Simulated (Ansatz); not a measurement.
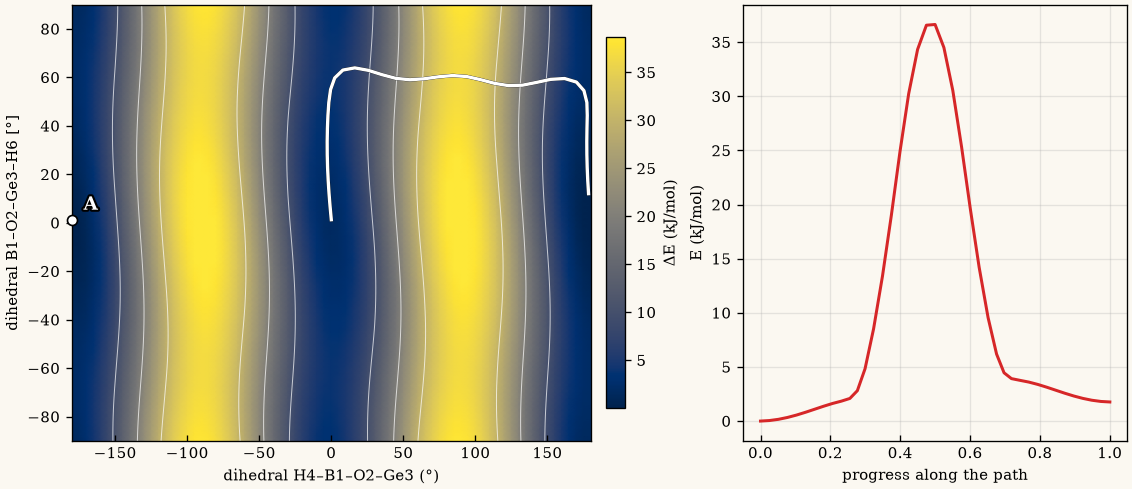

BGeH5O, SMILES B[O][GeH3]. 
- Coordinates scanned: (1) dihedral H4–B1–O2–Ge3; (2) dihedral B1–O2–Ge3–H6.
- Nothing is relaxed (all other coordinates rigid).
- The grid has 18 × 17 points; 279 points were computed and 27 follow by symmetry.
- All energies are given in kJ/mol relative to the lowest grid point.
- Method: RKS PBE-D4/def2-TZVP (Ansatz 0.2.0).

In the figure: a smooth colour map with a few white contour lines, a line along the lowest path, the energy along the path at the right, the start A. Between grid points the surface is interpolated.

### Describe the path and its barrier.

The easiest path leads from the well at dihedral H4–B1–O2–Ge3 = −180°, dihedral B1–O2–Ge3–H6 = 0.0° to the well at dihedral H4–B1–O2–Ge3 = 0°, dihedral B1–O2–Ge3–H6 = 0.0°, about 1.8 kJ/mol higher (on a rigid scan; wells that are mirror images or exchange like atoms can differ by this much). Its highest point lies about 37 kJ/mol above the bottom of the first well on the interpolated surface, at about dihedral H4–B1–O2–Ge3 = 85°, dihedral B1–O2–Ge3–H6 = 61°. The start is the relaxed structure and all else is held, so a fully relaxed path at this level can only be lower.
